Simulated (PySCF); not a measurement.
# One shape, several levels: C3H9BSi (SMILES B[C@@H]1C[Si@@H]1C)

Wanted: a comparison of 6 runs (HF/3-21G, B3LYP/6-31G*, PBE/def2-SVP, PBE0/def2-SVP, MP2/STO-3G) of C3H9BSi. 

The calculation is run with PySCF 2.14.0.

### Step 1. The molecule

C3H9BSi has 14 atoms, charge 0, and is taken as a singlet. SMILES: `B[C@@H]1C[Si@@H]1C`. The coordinates come from a GFN2-xTB relaxation.

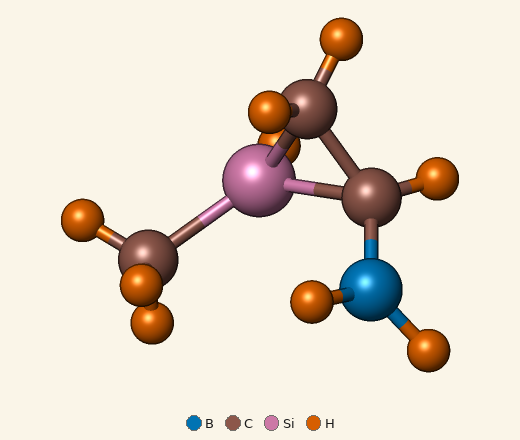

Viewed from a chosen angle; boron blue, carbon brown, silicon pink, hydrogen orange.

### Step 2. Energy and forces at HF/3-21G (run 1)

The input, job.py:

```python
# B[C@@H]1C[Si@@H]1C
from pyscf import gto

molecule = gto.M(
    atom='''
B     -2.475201     0.822787     2.597013
C     -0.209816    -0.902193     2.309529
C      2.473500     0.057901     1.690625
Si     0.923679    -1.386738    -1.135404
C     -0.314696     0.658683    -3.787956
H     -4.406104     0.009241     3.322592
H     -2.341881     2.968552     2.048406
H     -0.205451    -2.679972     3.332060
H      2.695600     2.088469     1.772525
H      3.988664    -0.900284     2.672243
H      1.588220    -3.975927    -1.817992
H     -1.964975    -0.187045    -4.668701
H      1.104054     0.917897    -5.248166
H     -0.855649     2.508630    -3.086773
''',
    basis='3-21g',
    unit='bohr',
    charge=0,
    max_memory=1860,
    verbose=4,
    spin=0,
)

mf = molecule.RHF()
mf.conv_tol = 1e-10
mf.kernel()
if not mf.converged:
    mf = mf.newton().run(mf.mo_coeff, mf.mo_occ)

etot = mf.e_tot
print(f'total energy: {etot:.8f} hartree')
grad = mf.nuc_grad_method().kernel()
dip = mf.dip_moment()
pop, q = mf.mulliken_pop()
```

Run with:

```sh
$ OMP_NUM_THREADS=1 python job.py
```

The program printed:

```text
PySCF version 2.14.0

[... 70 lines left out ...]
converged SCF energy = -430.094201366416
total energy: -430.09420137 hartree
[... 11 lines left out ...]
Dipole moment(X, Y, Z, Debye):  0.89605, -0.45294, -1.60259
[... 82 lines left out ...]
charge of   13H =      0.24490
```

It took 5.1 s on 1 thread of Intel Xeon at 2.70GHz, shared host; peak memory 0.14 GiB.

### Step 3. Energy and gradient at B3LYP/6-31G(d) (spherical functions) (run 2)

The input, input.xyz:

```xyz
14
C3H9BSi
B     -1.309820     0.435400     1.374280
C     -0.111030    -0.477420     1.222150
C      1.308920     0.030640     0.894640
Si     0.488790    -0.733830    -0.600830
C     -0.166530     0.348560    -2.004500
H     -2.331610     0.004890     1.758240
H     -1.239270     1.570890     1.083970
H     -0.108720    -1.418180     1.763250
H      1.426450     1.105170     0.937980
H      2.110710    -0.476410     1.414090
H      0.840450    -2.103970    -0.962040
H     -1.039820    -0.098980    -2.470570
H      0.584240     0.485730    -2.777210
H     -0.452790     1.327510    -1.633450
```

The input, run.py:

```python
import pyscf.grad
from pyscf import gto, dft

mol = gto.M(
    atom='input.xyz',
    charge=0,
    verbose=4,
    basis='6-31g*',
    max_memory=1860,
)

mf = dft.RKS(mol)
mf.xc = 'b3lyp'
mf.conv_tol = 1e-10
mf.grids.level = 5
mf.kernel()
if not mf.converged:
    mf = mf.newton().run(mf.mo_coeff, mf.mo_occ)

e_final = mf.e_tot
print('E(%s) = %.9f' % ('B3LYP', e_final))
grad = mf.Gradients().kernel()
mf.analyze()
```

Run with:

```sh
$ OMP_NUM_THREADS=1 python run.py
```

The program printed:

```text
PySCF version 2.14.0

[... 113 lines left out ...]
MO #7   energy= -3.64797482097713  occ= 2
[... 16 lines left out ...]
MO #24  energy= -0.0218313318368533 occ= 0
[... 16 lines left out ...]
MO #41  energy= 0.340108844550387  occ= 0
[... 16 lines left out ...]
MO #58  energy= 0.859915973570523  occ= 0
[... 16 lines left out ...]
MO #75  energy= 1.62249717622518   occ= 0
[... 16 lines left out ...]
MO #92  energy= 2.6758636939587    occ= 0
[... 109 lines left out ...]
Dipole moment(X, Y, Z, Debye):  1.06708, -0.48890, -1.45938
```

It took 59 s on 1 thread of Intel Xeon at 2.70GHz, shared host; peak memory 0.94 GiB.

Runs 3 to 5 aren't shown in full; the table further down has their settings and results.

### Step 4. Energy and forces at MP2/STO-3G (run 6)

The input, geometry.xyz:

```xyz
14
C3H9BSi
B     -1.309820     0.435400     1.374280
C     -0.111030    -0.477420     1.222150
C      1.308920     0.030640     0.894640
Si     0.488790    -0.733830    -0.600830
C     -0.166530     0.348560    -2.004500
H     -2.331610     0.004890     1.758240
H     -1.239270     1.570890     1.083970
H     -0.108720    -1.418180     1.763250
H      1.426450     1.105170     0.937980
H      2.110710    -0.476410     1.414090
H      0.840450    -2.103970    -0.962040
H     -1.039820    -0.098980    -2.470570
H      0.584240     0.485730    -2.777210
H     -0.452790     1.327510    -1.633450
```

The input, job.py:

```python
import pyscf.grad
from pyscf import gto, scf, mp

mol = gto.M(
    atom='geometry.xyz',
    max_memory=1860,
    verbose=4,
    basis='sto-3g',
)

mf = scf.RHF(mol)
mf.conv_tol = 1e-10
mf.kernel()
if not mf.converged:
    mf = mf.newton().run(mf.mo_coeff, mf.mo_occ)

pt = mp.MP2(mf, frozen=9).run()
e_final = pt.e_tot
print('Final energy', e_final)
grad = pt.Gradients().kernel()
dip = mf.dip_moment()
pop, q = mf.mulliken_pop()
```

Run with:

```sh
$ OMP_NUM_THREADS=1 python job.py
```

The program printed:

```text
PySCF version 2.14.0

[... 68 lines left out ...]
converged SCF energy = -427.399274856744
[... 8 lines left out ...]
Final energy -427.63762052422913
[... 8 lines left out ...]
Dipole moment(X, Y, Z, Debye):  0.85767, -0.87451, -1.88695
[... 53 lines left out ...]
charge of   13H =      0.06835
```

Wall time 4.2 s (1 thread of Intel Xeon at 2.70GHz, shared host); peak memory 0.14 GiB.

### Step 5. Overview of the runs

| run | level | integration grid | Cartesian functions | energy (Eh) | dipole moment (D) of the reference | HOMO energy (eV) | LUMO energy (eV) | wall time |
| --- | --- | --- | --- | --- | --- | --- | --- | --- |
| 1 | HF/3-21G | – | no | -430.094201 | 1.89 | -9.11 | 3.04 | 5.1 s |
| 2 | B3LYP/6-31G* (spherical functions) | 5 | no | -434.041262 | 1.87 | -6.42 | -0.59 | 59 s |
| 3 | B3LYP/6-31G* (Cartesian functions) | 5 | yes | -434.045599 | 1.87 | -6.42 | -0.59 | 52 s |
| 4 | PBE/def2-SVP | 5 | no | -433.466175 | 2.07 | -5.79 | -1.67 | 63 s |
| 5 | PBE0/def2-SVP | 5 | no | -433.532402 | 2.02 | -6.84 | -0.74 | 58 s |
| 6 | MP2/STO-3G | – | no | -427.637621 | 2.25 | -7.01 | 7.17 | 4.2 s |

### Step 6. What came out

| quantity | value |
| --- | --- |
| run 6: total energy | -427.63762 Eh |
| run 6: dipole moment (Hartree–Fock density) | 2.25 D |
| run 6: HOMO energy (Hartree–Fock orbitals) | -7.01 eV |
| run 6: LUMO energy (Hartree–Fock orbitals) | 7.17 eV |
| run 6: HOMO–LUMO gap (Hartree–Fock orbitals) | 14.18 eV |
| run 6: correlation energy (9 core orbitals frozen) | -238.3 mEh |
| run 6: largest force on an atom | 1.380 eV/Å |

What this shows: Over runs 1, 2, 3, 4, 5 the dipole moment (its size) runs from 1.87 D (B3LYP/6-31G*) to 2.07 D (PBE/def2-SVP). The two ends differ in method and basis. Over runs 1, 2, 3, 4, 5 the HOMO–LUMO gap runs from 4.12 eV (PBE/def2-SVP) to 12.15 eV (HF/3-21G). Totals of different functionals can't be ranked against each other. In run 6 the basis is minimal, so the values are rough. All runs together took 4 min, the longest 63 s.
